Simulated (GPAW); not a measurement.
## A 7-layer slab of Sr(111) in an electric field

Aim: the dipole that a field along the normal induces in a 7-layer slab of Sr(111).

Calculated with GPAW 26.7.0; GPAW, PAW setups; slab in vacuum, relaxation, in the first sound run; inputs show where later runs differ.

## Step 1: Starting point

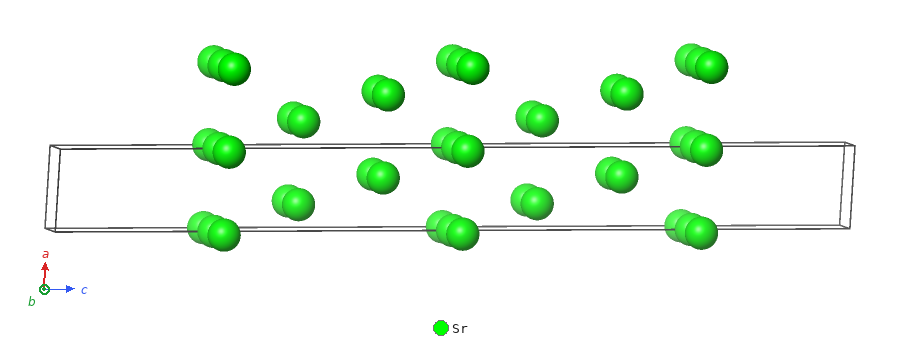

The cell as given, from the side, with the c axis across the page (strontium green). 2×2×1 cells are drawn. Some periodic images of atoms are drawn too.

The cell holds 7 atoms: 7 Sr. Cell: a = 4.299 Å, b = 4.299 Å, c = 35.062 Å, α = 90.0°, β = 90.0°, γ = 60.0°. Vacuum lies along c.

## Step 2: Relaxing the atoms

The atoms are relaxed first, since the surface dipole, and with it the work function, follows the positions of the outer layers. The lowest 3 atoms are held at bulk positions and keep their forces.

run.py

```python
import json
import numpy as np
from ase import Atoms
from ase.constraints import FixAtoms
from ase.optimize import BFGS
from gpaw import GPAW, PW

slab = Atoms(
    ['Sr', 'Sr', 'Sr', 'Sr', 'Sr', 'Sr', 'Sr'],
    positions=[
        [0.00000, 0.00000, 7.00000],
        [2.14960, 1.24107, 10.51029],
        [4.29921, 2.48215, 14.02058],
        [0.00000, 0.00000, 17.53087],
        [2.14960, 1.24107, 21.04116],
        [4.29921, 2.48215, 24.55145],
        [0.00000, 0.00000, 28.06174]],
    cell=[[4.29921, 0.0, 0.0], [2.1496, 3.72322, 0.0], [0.0, 0.0, 35.06174]],
    pbc=[True, True, False])

slab.calc = GPAW(mode=PW(400), xc='PBE', kpts={'size': (9, 9, 1), 'gamma': True},
                 occupations={'name': 'fermi-dirac', 'width': 0.1}, nbands='160%',
                 convergence={'density': 1e-05}, maxiter=200,
                 poissonsolver={'dipolelayer': 'xy'},
                 symmetry={'tolerance': 1e-3, 'extra_ids': [1, 1, 1, 0, 0, 0, 0]}, txt='slab.txt')
result = {}
slab.set_constraint(FixAtoms([0, 1, 2]))
path = []
opt = BFGS(slab, maxstep=0.2)
opt.attach(lambda: path.append((slab.get_potential_energy(), slab.positions.tolist(), slab.get_forces().tolist())))
result['relaxed'] = bool(opt.run(fmax=0.03, steps=40))
result['path'] = path
energy = slab.get_potential_energy()
fermi = slab.calc.get_fermi_level()
v = slab.calc.get_electrostatic_potential().mean((0, 1)) - fermi
n = slab.calc.get_pseudo_density().mean((0, 1))
L = slab.cell[2, 2]
z = np.arange(len(v)) * L / len(v)
low, high = slab.positions[:, 2].min(), slab.positions[:, 2].max()
below, above = np.interp([low - 4.8, high + 4.8], z, v)
slopes = [np.interp(x, z, np.gradient(v, z)) for x in (low - 4.8, high + 4.8)]
eps = np.array([[slab.calc.get_eigenvalues(k, s) for k in range(len(slab.calc.get_ibz_k_points()))]
                for s in range(slab.calc.get_number_of_spins())]) - fermi
top, bottom = eps[eps < 0].max(), eps[eps > 0].min()
dipole = slab.get_dipole_moment()[2]
print(f'energy {energy:.4f} eV, Fermi level {fermi:.4f} eV, dipole {dipole:.5f} e A')
print(f'potential 4.8 A off the faces, from the Fermi level: lower {below:.4f} eV, upper {above:.4f} eV')
print(f'slope of the potential there: lower {slopes[0]:.5f}, upper {slopes[1]:.5f} eV/A')
print(f'nearest levels on the mesh: {top:.4f} and {bottom:.4f} eV')
print('magnetic moment', round(slab.get_magnetic_moment(), 3))
result.update(energy=energy, fermi=fermi, dipole=dipole, below=below, above=above, slopes=slopes, edges=[top, bottom],
              z=z.tolist(), v=v.tolist(), n=n.tolist(), positions=slab.positions.tolist(),
              forces=slab.get_forces(apply_constraint=False).tolist(), moments=slab.get_magnetic_moments().tolist())
json.dump(result, open('result.json', 'w'))
```

Run with:

```console
$ OMP_NUM_THREADS=1 OPENBLAS_NUM_THREADS=1 python run.py
```

The log of the run:

```text
Step          Energy          fmax
BFGS:    0      -11.124283        0.070096
BFGS:    1      -11.124391        0.068694
BFGS:    2      -11.126767        0.019862
energy -10.9647 eV, Fermi level 1.6718 eV, dipole 0.00144 e A
potential 4.8 A off the faces, from the Fermi level: lower 2.7081 eV, upper 2.6918 eV
slope of the potential there: lower -0.00915, upper 0.00909 eV/A
nearest levels on the mesh: -0.0243 and 0.0346 eV
magnetic moment 0.0
```

Run time: 5.4 min. Hardware: 1 thread of AMD EPYC 7R13 (Zen 3), shared host; peak memory 0.4 GiB.

Relaxation path:

| step | energy less that of the first step (eV) | largest force (eV/Å) |
| --- | --- | --- |
| 1 | 0.0000 | 0.0701 |
| 2 | -0.0001 | 0.0687 |
| 3 | -0.0028 | 0.0199 |

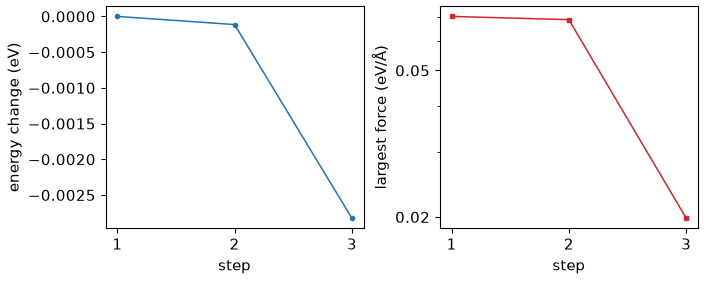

Energy and largest force along the relaxation.

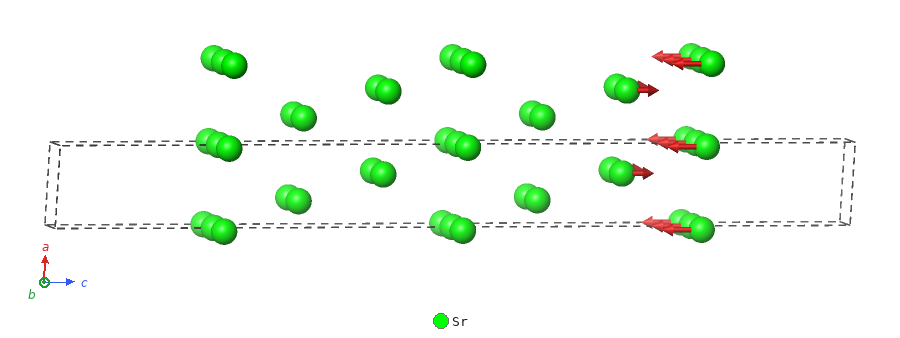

Displacements in the relaxation, exaggerated; the longest in the cell stands for 0.04 Å. 2×2×1 cells are drawn. Some periodic images of atoms are drawn too.

The atoms that moved most (Å):

| atom | dx | dy | dz | length |
| --- | --- | --- | --- | --- |
| Sr7 | 0.000 | 0.000 | -0.042 | 0.042 |
| Sr6 | 0.000 | 0.000 | 0.031 | 0.031 |

Final coordinates:

```
Sr
1.0
     4.29921    0.00000    0.00000
     2.14960    3.72322    0.00000
     0.00000    0.00000   35.06174
Sr
7
Direct
  0.00000 0.00000 0.19965
  0.33333 0.33333 0.29977
  0.66667 0.66667 0.39988
  0.00000 0.00000 0.50000
  0.33333 0.33333 0.60016
  0.66667 0.66667 0.70112
  0.00000 0.00000 0.79915
```

Numbers from this step:

* dipole along the normal: 0.001435 e·Å
* levels nearest the Fermi level on the mesh: -0.02433, 0.03460 eV from the Fermi level
* upper work function: 2.692 eV
* lower work function: 2.708 eV

The electrostatic potential energy of an electron (without an applied field's), less the Fermi level, planar mean oscillates, so the rows of the table below give means over windows of 3.46 Å about each position, cut where the curve ends. Its maxima inside the range that stand out by 2 % of the span (Å: eV): 8.8: 1.67, 12.2: 1.66, 15.8: 1.68, 19.3: 1.69, 22.8: 1.71, 26.3: 1.55. Its minima: 7.0: -12.8, 10.5: -12.7, 14.1: -12.7, 17.5: -12.8, 21.0: -12.7, 24.6: -12.7, 28.0: -12.8.

The electrostatic potential energy of an electron (without an applied field's), less the Fermi level, planar mean by z; means over each step:

| z (Å) | electrostatic potential energy of an electron (without an applied field's), less the Fermi level, planar mean (eV) |
| --- | --- |
| 1.73 | 2.70 |
| 5.19 | -0.445 |
| 8.65 | -3.31 |
| 12.11 | -3.32 |
| 15.57 | -3.29 |
| 19.03 | -3.32 |
| 22.49 | -3.24 |
| 25.95 | -3.58 |
| 29.41 | -2.18 |
| 32.87 | 2.68 |

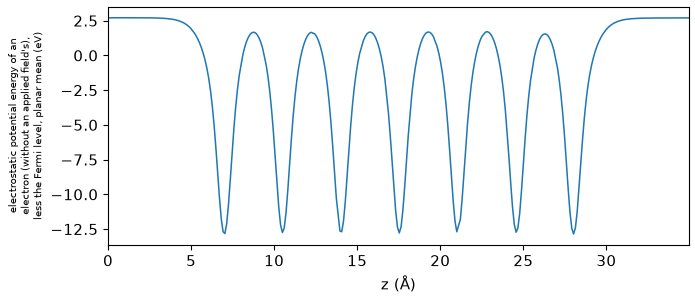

Electrostatic potential energy of an electron (without an applied field's), less the Fermi level, planar mean against z.

The pseudo valence density, planar mean oscillates, so the rows of the table below give means over windows of 3.46 Å about each position, cut where the curve ends. Its maxima inside the range that stand out by 2 % of the span (Å: e/Å³): 6.9: 0.477, 10.6: 0.469, 14.1: 0.478, 17.5: 0.481, 21.0: 0.478, 24.7: 0.470, 27.9: 0.470. Its minima: 8.7: 0.0412, 12.3: 0.0412, 15.8: 0.0412, 19.3: 0.0412, 22.7: 0.0404, 26.4: 0.0433.

The pseudo valence density, planar mean by z; means over each step:

| z (Å) | pseudo valence density, planar mean (e/Å³) |
| --- | --- |
| 1.73 | 1.5e-4 |
| 5.19 | 0.0789 |
| 8.65 | 0.175 |
| 12.11 | 0.174 |
| 15.57 | 0.175 |
| 19.03 | 0.175 |
| 22.49 | 0.172 |
| 25.95 | 0.183 |
| 29.41 | 0.131 |
| 32.87 | 3.3e-4 |

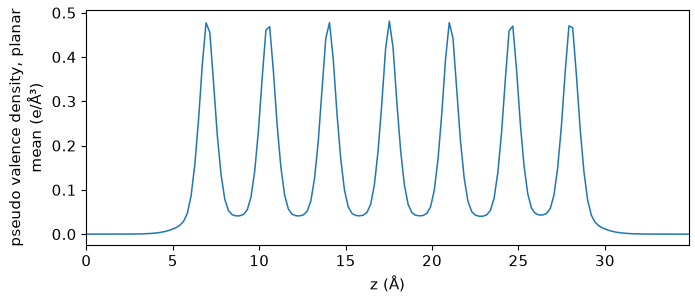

Pseudo valence density, planar mean, plotted against z.

The relaxation lowered the energy of the cell by 0.00282 eV (energies extrapolated to zero smearing; the optimiser's log prints free energies). The largest force left on a free atom is 0.020 eV/Å.

## Step 3: The slab's potential

The work function is the vacuum plateau of the electrostatic potential less the Fermi level; a dipole layer lets the two faces have plateaus of their own.

This step: GPAW, PAW setups; slab in vacuum (GPAW 26.7.0).

run.py: that of step 2 with these lines changed.

```diff
@@ -3,4 +3,2 @@
 from ase import Atoms
-from ase.constraints import FixAtoms
-from ase.optimize import BFGS
 from gpaw import GPAW, PW
@@ -13,6 +11,6 @@
         [4.29921, 2.48215, 14.02058],
-        [0.00000, 0.00000, 17.53087],
-        [2.14960, 1.24107, 21.04116],
-        [4.29921, 2.48215, 24.55145],
-        [0.00000, 0.00000, 28.06174]],
+        [-0.00000, -0.00000, 17.53093],
+        [2.14960, 1.24107, 21.04264],
+        [4.29921, 2.48215, 24.58245],
+        [-0.00000, -0.00000, 28.01959]],
     cell=[[4.29921, 0.0, 0.0], [2.1496, 3.72322, 0.0], [0.0, 0.0, 35.06174]],
@@ -24,10 +22,4 @@
                  poissonsolver={'dipolelayer': 'xy'},
-                 symmetry={'tolerance': 1e-3, 'extra_ids': [1, 1, 1, 0, 0, 0, 0]}, txt='slab.txt')
+                 symmetry={'tolerance': 1e-3}, txt='slab.txt')
 result = {}
-slab.set_constraint(FixAtoms([0, 1, 2]))
-path = []
-opt = BFGS(slab, maxstep=0.2)
-opt.attach(lambda: path.append((slab.get_potential_energy(), slab.positions.tolist(), slab.get_forces().tolist())))
-result['relaxed'] = bool(opt.run(fmax=0.03, steps=40))
-result['path'] = path
 energy = slab.get_potential_energy()
```

The log of the run:

```text
energy -10.9647 eV, Fermi level 1.6718 eV, dipole 0.00145 e A
potential 4.8 A off the faces, from the Fermi level: lower 2.7080 eV, upper 2.6918 eV
slope of the potential there: lower -0.00914, upper 0.00909 eV/A
nearest levels on the mesh: -0.0243 and 0.0346 eV
magnetic moment 0.0
```

The job ended after 3.1 min (1 thread; peak memory 0.39 GiB).

Numbers from this step:

```
dipole along the normal                    : 0.001447 e·Å
levels nearest the Fermi level on the mesh : -0.02433, 0.03459 eV from the Fermi level
```

The electrostatic potential energy of an electron (without an applied field's), less the Fermi level, planar mean oscillates, so the rows of the table below give means over windows of 3.46 Å about each position, cut where the curve ends. Its maxima inside the range that stand out by 2 % of the span (Å: eV): 8.8: 1.67, 12.2: 1.66, 15.8: 1.68, 19.3: 1.69, 22.8: 1.71, 26.3: 1.55. Its minima: 7.0: -12.8, 10.5: -12.7, 14.1: -12.7, 17.5: -12.8, 21.0: -12.7, 24.6: -12.7, 28.0: -12.8.

The electrostatic potential energy of an electron (without an applied field's), less the Fermi level, planar mean by z; means over each step:

(Unchanged from step 2.)

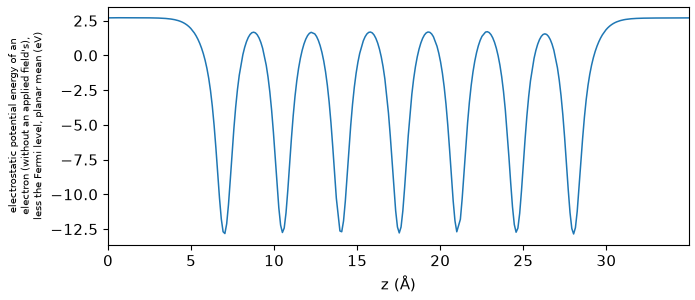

Electrostatic potential energy of an electron (without an applied field's), less the Fermi level, planar mean against z.

The pseudo valence density, planar mean oscillates, so the rows of the table below give means over windows of 3.46 Å about each position, cut where the curve ends. Its maxima inside the range that stand out by 2 % of the span (Å: e/Å³): 6.9: 0.477, 10.6: 0.469, 14.1: 0.478, 17.5: 0.481, 21.0: 0.478, 24.7: 0.470, 27.9: 0.470. Its minima: 8.7: 0.0412, 12.3: 0.0412, 15.8: 0.0412, 19.3: 0.0412, 22.7: 0.0404, 26.4: 0.0433.

The pseudo valence density, planar mean by z; means over each step:

| z (Å) | pseudo valence density, planar mean (e/Å³) |
| --- | --- |
| 1.73 | 1.5e-4 |
| 5.19 | 0.0789 |
| 8.65 | 0.175 |
| 12.11 | 0.174 |
| 15.57 | 0.175 |
| 19.03 | 0.175 |
| 22.49 | 0.172 |
| 25.95 | 0.183 |
| 29.41 | 0.131 |
| 32.87 | 3.3e-4 |

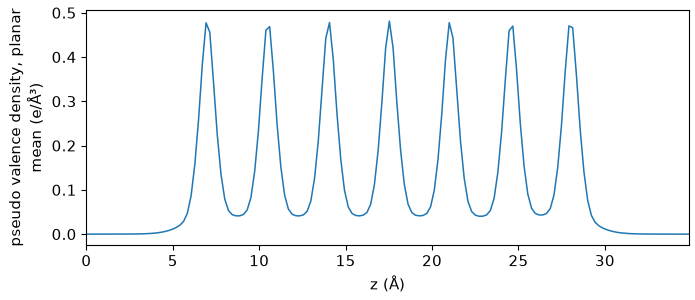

Pseudo valence density, planar mean against z.

Force by atom:

| atom | x (eV/Å) | y (eV/Å) | z (eV/Å) | size |
| --- | --- | --- | --- | --- |
| Sr1 | 0.0000 | 0.0000 | 0.0700 | 0.0700 |
| Sr2 | 0.0000 | 0.0000 | -0.0519 | 0.0519 |
| Sr3 | 0.0000 | 0.0000 | -0.0014 | 0.0014 |
| Sr4 | 0.0000 | 0.0000 | 0.0023 | 0.0023 |
| Sr5 | 0.0000 | 0.0000 | 0.0196 | 0.0196 |
| Sr6 | 0.0000 | 0.0000 | -0.0181 | 0.0181 |
| Sr7 | 0.0000 | 0.0000 | -0.0200 | 0.0200 |

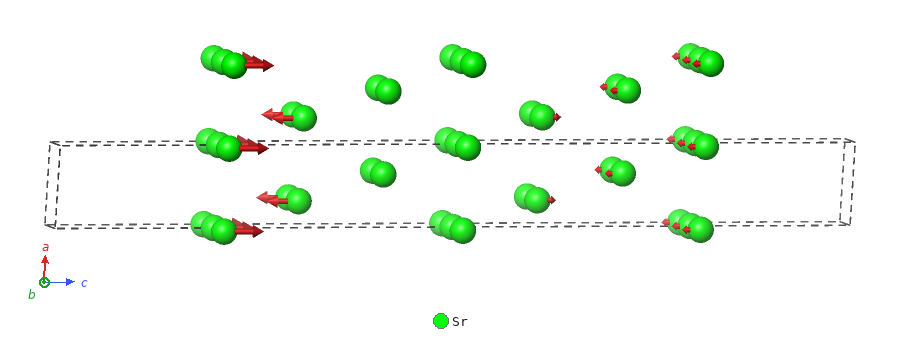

Force as arrows, the longest 0.0700 eV/Å. 2×2×1 cells are drawn. Some periodic images of atoms are drawn too.

The potential is flat to 0.009 eV/Å where it is read, so the vacuum is wide enough.

## Step 4: Field on

A uniform field along the normal polarises the slab; the atoms stay fixed, so this is the electronic response alone.

run.py: that of step 3 with these lines changed.

```diff
@@ -4,2 +4,3 @@
 from gpaw import GPAW, PW
+from gpaw.external import ConstantElectricField
 
@@ -22,2 +23,3 @@
                  poissonsolver={'dipolelayer': 'xy'},
+                 external=ConstantElectricField(-0.2, [0, 0, 1]),
                  symmetry={'tolerance': 1e-3}, txt='slab.txt')
```

The log of the run:

```text
energy -11.0114 eV, Fermi level 1.6671 eV, dipole -0.46978 e A
potential 4.8 A off the faces, from the Fermi level: lower 0.0654 eV, upper 5.3706 eV
slope of the potential there: lower -0.00577, upper 0.01547 eV/A
nearest levels on the mesh: -0.0242 and 0.0351 eV
magnetic moment 0.0
```

The job ended after 8.9 min (1 thread; peak memory 0.74 GiB).

Numbers from this step:

- dipole along the normal: -0.4698 e·Å
- levels nearest the Fermi level on the mesh: -0.02419, 0.03510 eV from the Fermi level
- potential below the slab, the applied field's own ramp left out: 0.06544 eV from the Fermi level
- potential above the slab, the applied field's own ramp left out: 5.371 eV from the Fermi level

The electrostatic potential energy of an electron (without an applied field's), less the Fermi level, planar mean oscillates, so the rows of the table below give means over windows of 3.52 Å about each position, cut where the curve ends. Its maxima inside the range that stand out by 2 % of the span (Å: eV): 8.8: -0.0855, 12.2: 0.601, 15.8: 1.34, 19.3: 2.03, 22.8: 2.77, 26.3: 3.31, 34.6: 5.38. Its minima: 7.0: -14.9, 10.5: -14.1, 14.1: -13.4, 17.5: -12.8, 21.0: -12.0, 24.6: -11.3, 28.0: -10.8.

Table of electrostatic potential energy of an electron (without an applied field's), less the Fermi level, planar mean by z; means over each step:

| z (Å) | electrostatic potential energy of an electron (without an applied field's), less the Fermi level, planar mean (eV) |
| --- | --- |
| 1.76 | 0.204 |
| 5.28 | -3.35 |
| 8.80 | -5.21 |
| 12.32 | -4.49 |
| 15.84 | -3.79 |
| 19.36 | -3.07 |
| 22.88 | -2.26 |
| 26.40 | -1.99 |
| 29.92 | 2.33 |
| 33.44 | 5.29 |

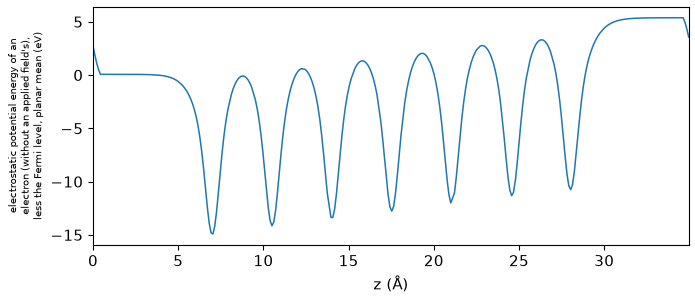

Electrostatic potential energy of an electron (without an applied field's), less the Fermi level, planar mean, plotted against z.

Force by atom:

| atom | x (eV/Å) | y (eV/Å) | z (eV/Å) | size |
| --- | --- | --- | --- | --- |
| Sr1 | 0.0000 | 0.0000 | 0.0725 | 0.0725 |
| Sr2 | 0.0000 | 0.0000 | -0.0552 | 0.0552 |
| Sr3 | 0.0000 | 0.0000 | -0.0029 | 0.0029 |
| Sr4 | 0.0000 | 0.0000 | 0.0013 | 0.0013 |
| Sr5 | 0.0000 | 0.0000 | 0.0185 | 0.0185 |
| Sr6 | 0.0000 | 0.0000 | -0.0212 | 0.0212 |
| Sr7 | 0.0000 | 0.0000 | -0.0131 | 0.0131 |

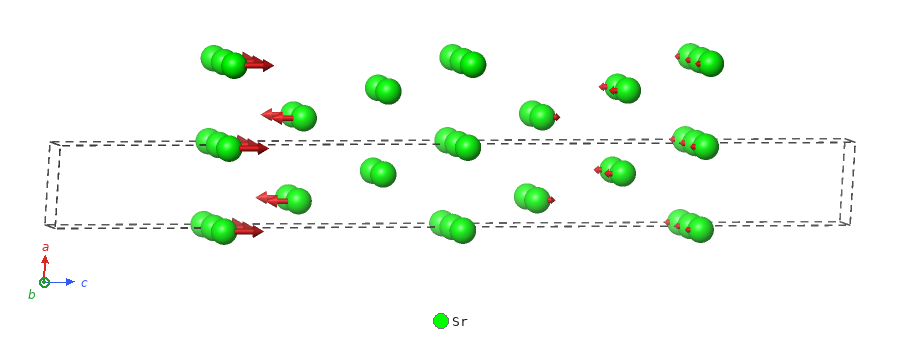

Force as arrows, the longest 0.0725 eV/Å. 2×2×1 cells are drawn. Some periodic images of atoms are drawn too.

The dipole is now -0.470 e Å, against 0.0014 in the run without a field.

[end of part 1 of 2]

[Logs are printed without paths, hosts, clocks, repeated set-up lines and the standing remarks that a program may print on its own settings, such as how far it seeks lower states.]

[Hosts, paths, dates, database ids (printed as entryN), source tags and the programs' standing remarks are cut or masked in the printed files.]
